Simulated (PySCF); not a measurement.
# Run report: InH2Cl, geometry relaxation

The run: geometry relaxation of InH2Cl. Method and program: PBE0-D3(BJ)/def2-SVP geometry optimisation, gas phase (PySCF 2.14.0).

It belongs to a series of runs on one base structure; here: one ligand: H to Cl.

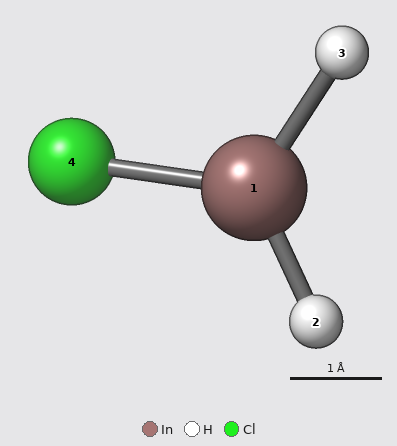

*The starting structure (ball-and-stick view, seen at a tilt; atoms are numbered from 1 in the order of the input). Sticks mark near contacts.*

Bond lengths as drawn: Cl–In 2.19 Å and H–In 1.64 to 1.83 Å.

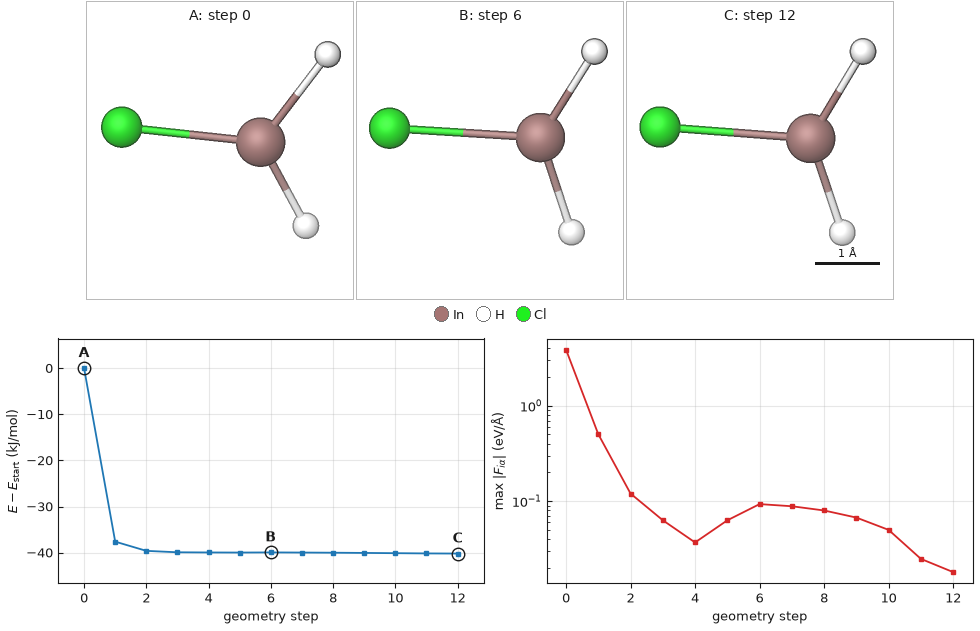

*Frames of the relaxation (ball-and-stick view, seen at a tilt) above the curves, on which the letters mark them (steps are counted from 0).*

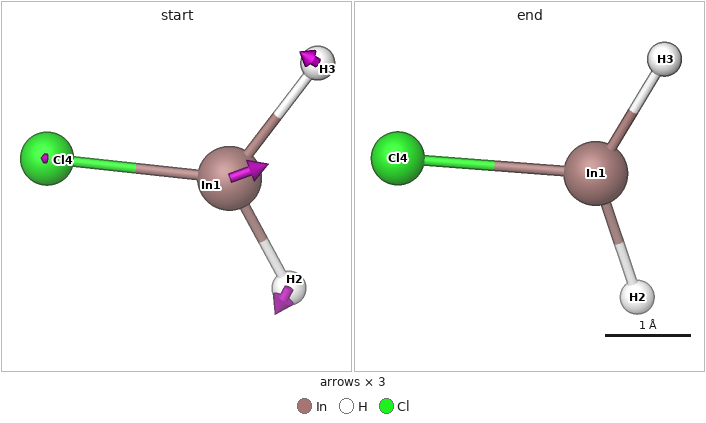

*Before (left) and after (right) the relaxation, at one scale (ball-and-stick view, seen at a tilt). The pink arrows give the displacements, magnified 3 times.*

Over 12 geometry steps the energy falls by 40.2 kJ/mol. The largest force component goes from 3.9 to 0.018 eV/Å. The atom that moves furthest after the best rigid fit is In1 (0.17 Å). By element the largest moves are In 0.17 Å, H 0.13 Å, Cl 0.03 Å. Among the contacts that change: In1–Cl4 2.187 → 2.365 Å, In1–H3 1.835 → 1.715 Å, In1–H2 1.635 → 1.714 Å. Among the angles that change: H2–In1–H3 119.4° → 134.8°, H2–In1–Cl4 122.7° → 112.1°, H3–In1–Cl4 117.8° → 113.0°. (Atoms are counted from 1 in the order of the input.)

These pictures come from the run below.

Input:
```
{"job": {"xc": "PBE0", "basis": "def2-SVP", "d3": "d3bj", "grid": 1, "maxiter": 30, "shake": 0.03, "kind": "geom"}, "charge": 0, "multiplicity": 1}
In     0.131440     0.041180     0.012170
H      1.765980     0.087800     0.004900
H     -0.815680     1.611520    -0.045830
Cl    -0.998450    -1.830950    -0.001710
```

The first line tells a small driver script what to run in PySCF; the rest is the geometry in Å.

Run as:
```bash
OMP_NUM_THREADS=1 python <driver script> task.json out
```

Log:
```
step   0  E = -651.24172984  max force = 0.075302
step   1  E = -651.25605811  max force = 0.009792
step   2  E = -651.25681858  max force = 0.002340
step   3  E = -651.25693800  max force = 0.001230
step   4  E = -651.25695214  max force = 0.000719
step   5  E = -651.25695978  max force = 0.001227
step   6  E = -651.25694813  max force = 0.001815
step   7  E = -651.25695944  max force = 0.001724
step   8  E = -651.25697223  max force = 0.001555
step   9  E = -651.25699052  max force = 0.001310
step  10  E = -651.25701100  max force = 0.000974
step  11  E = -651.25703160  max force = 0.000484
step  12  E = -651.25704241  max force = 0.000352
optimisation converged
```

Trajectory as extended XYZ (Å, eV, eV/Å), 13 frames, from step=0 to step=12:
```
4
Properties=species:S:1:pos:R:3:forces:R:3 step=0 energy=-17721.19010
In    0.1314    0.0412    0.0122   -0.0417   3.8722  -0.1012
H     1.7660    0.0878    0.0049    1.3037  -0.1702   0.0375
H    -0.8157    1.6115   -0.0458    0.3718  -0.9451   0.0671
Cl   -0.9984   -1.8310   -0.0017   -1.6338  -2.7569  -0.0033
4
Properties=species:S:1:pos:R:3:forces:R:3 step=1 energy=-17721.58000
In    0.1329    0.1559   -0.0353    0.5035   0.1092   0.1261
H     1.8760    0.0800    0.0258   -0.3242  -0.1307  -0.0634
H    -0.8571    1.5416   -0.0277   -0.1880   0.1527  -0.0556
Cl   -1.0685   -1.8680    0.0067    0.0087  -0.1312  -0.0072
4
Properties=species:S:1:pos:R:3:forces:R:3 step=2 energy=-17721.60069
In    0.1520    0.1899    0.0049   -0.0004   0.1203  -0.0685
H     1.8685    0.0244    0.0069   -0.1183  -0.0150   0.0257
H    -0.9041    1.5548   -0.0452    0.0784  -0.0848   0.0288
Cl   -1.0330   -1.8595    0.0030    0.0403  -0.0206   0.0140
4
Properties=species:S:1:pos:R:3:forces:R:3 step=3 energy=-17721.60394
In    0.1515    0.2023   -0.0081   -0.0632  -0.0035  -0.0081
H     1.8531    0.0179    0.0116    0.0344  -0.0034   0.0013
H    -0.9084    1.5499   -0.0413    0.0001   0.0157   0.0002
Cl   -1.0129   -1.8606    0.0073    0.0287  -0.0087   0.0066
4
Properties=species:S:1:pos:R:3:forces:R:3 step=4 energy=-17721.60432
In    0.1470    0.2037   -0.0114   -0.0370  -0.0038   0.0058
H     1.8506    0.0234    0.0116    0.0173   0.0034  -0.0049
H    -0.9142    1.5510   -0.0415   -0.0030   0.0039  -0.0057
Cl   -1.0001   -1.8685    0.0108    0.0226  -0.0035   0.0048
4
Properties=species:S:1:pos:R:3:forces:R:3 step=5 energy=-17721.60453
In    0.1292    0.2102   -0.0162    0.0631  -0.0267   0.0212
H     1.8395    0.0561    0.0064   -0.0279   0.0234  -0.0099
H    -0.9457    1.5450   -0.0472   -0.0379  -0.0109  -0.0095
Cl   -0.9397   -1.9018    0.0265    0.0027   0.0141  -0.0019
4
Properties=species:S:1:pos:R:3:forces:R:3 step=6 energy=-17721.60421
In    0.1191    0.2150   -0.0179    0.0933  -0.0180   0.0247
H     1.8330    0.0879    0.0022   -0.0435   0.0335  -0.0077
H    -0.9794    1.5314   -0.0515   -0.0390  -0.0343  -0.0060
Cl   -0.8894   -1.9247    0.0367   -0.0108   0.0188  -0.0109
4
Properties=species:S:1:pos:R:3:forces:R:3 step=7 energy=-17721.60452
In    0.1134    0.2193   -0.0158    0.0886   0.0098   0.0122
H     1.8294    0.1263   -0.0021   -0.0449   0.0374   0.0004
H    -1.0203    1.5075   -0.0549   -0.0206  -0.0557   0.0033
Cl   -0.8393   -1.9436    0.0423   -0.0232   0.0085  -0.0158
4
Properties=species:S:1:pos:R:3:forces:R:3 step=8 energy=-17721.60487
In    0.1148    0.2195   -0.0155    0.0800   0.0090   0.0108
H     1.8302    0.1280   -0.0021   -0.0394   0.0361   0.0008
H    -1.0218    1.5047   -0.0547   -0.0201  -0.0500   0.0035
Cl   -0.8398   -1.9426    0.0418   -0.0204   0.0048  -0.0150
4
Properties=species:S:1:pos:R:3:forces:R:3 step=9 energy=-17721.60537
In    0.1170    0.2193   -0.0156    0.0674   0.0072   0.0111
H     1.8317    0.1297   -0.0020   -0.0322   0.0332   0.0004
H    -1.0226    1.5012   -0.0546   -0.0202  -0.0407   0.0028
Cl   -0.8427   -1.9406    0.0417   -0.0150   0.0003  -0.0144
4
Properties=species:S:1:pos:R:3:forces:R:3 step=10 energy=-17721.60592
In    0.1199    0.2187   -0.0156    0.0501   0.0060   0.0113
H     1.8340    0.1324   -0.0020   -0.0250   0.0287   0.0001
H    -1.0237    1.4966   -0.0544   -0.0184  -0.0308   0.0020
Cl   -0.8469   -1.9382    0.0416   -0.0067  -0.0040  -0.0134
4
Properties=species:S:1:pos:R:3:forces:R:3 step=11 energy=-17721.60649
In    0.1240    0.2177   -0.0156    0.0249   0.0059   0.0111
H     1.8372    0.1366   -0.0021   -0.0156   0.0216  -0.0003
H    -1.0250    1.4903   -0.0543   -0.0148  -0.0188   0.0011
Cl   -0.8529   -1.9351    0.0415    0.0056  -0.0087  -0.0119
4
Properties=species:S:1:pos:R:3:forces:R:3 step=12 energy=-17721.60678
In    0.1280    0.2163   -0.0155   -0.0004   0.0077   0.0104
H     1.8405    0.1411   -0.0022   -0.0077   0.0139  -0.0005
H    -1.0261    1.4843   -0.0542   -0.0100  -0.0092   0.0004
Cl   -0.8591   -1.9323    0.0414    0.0181  -0.0123  -0.0103
```

Summary:

| quantity | value |
| --- | --- |
| outcome | converged |
| total energy | −651.257042 hartree |
| dipole moment | 2.80 D |
| point group | C2v |
| hardware | 1 CPU thread, shared host |
| wall time | 14 s |
| peak memory | 0.24 GiB |
